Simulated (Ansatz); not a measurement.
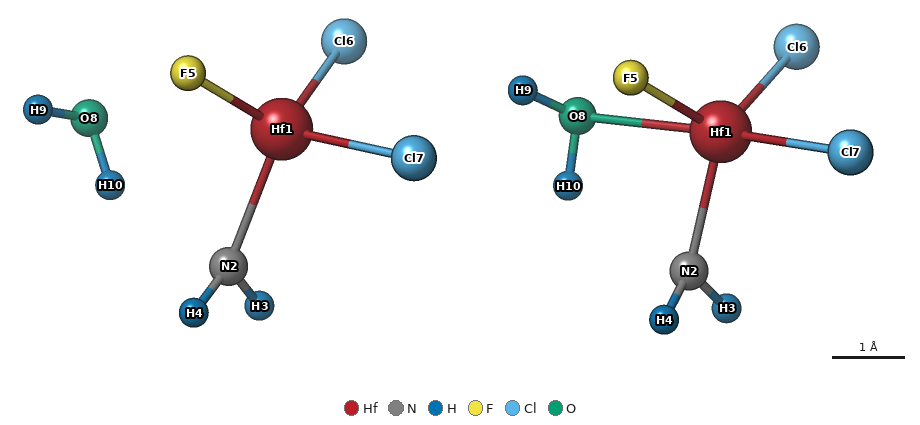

Two geometries of HfNH4OCl2F, drawn at one scale. One is the start of a relaxation, the other its converged end. The picture is a ball-and-stick view, seen at a tilt.

Theory: RKS PBE-D4/def2-SVP in Ansatz. Set-up: no spin polarisation; force threshold 0.03 eV/Å; at most 50 steps.

Which of the two is the end point?

Answer. The right one is the relaxed one. The run prepares an end point of a later path (reaction) calculation, from a guessed geometry. The energy falls by 11.5 kcal/mol in 11 geometry steps. Largest force component: 1.9 eV/Å at the start, 0.026 eV/Å at the end. The atom that moves furthest after the best rigid fit is O8 (0.51 Å). Largest moves by element: O 0.51 Å, H 0.47 Å, Hf 0.36 Å, Cl 0.35 Å, F 0.27 Å, N 0.08 Å. Among the contacts that change: Hf1–O8 3.256 → 2.400 Å, Hf1–H9 3.615 → 2.944 Å, Hf1–H10 3.023 → 2.645 Å, Hf1–N2 2.153 → 2.056 Å. New bonds form, among them: Hf1–O8 (3.26 → 2.40 Å). Among the angles between lasting bonds that change: F5–Hf1–Cl7 104.4° → 97.4°, N2–Hf1–Cl7 107.0° → 101.6°, F5–Hf1–Cl6 120.3° → 125.3°.

Limits of the set-up: the start holds two separate molecules, 2.3 Å apart at their closest, whose relative position is a soft coordinate.
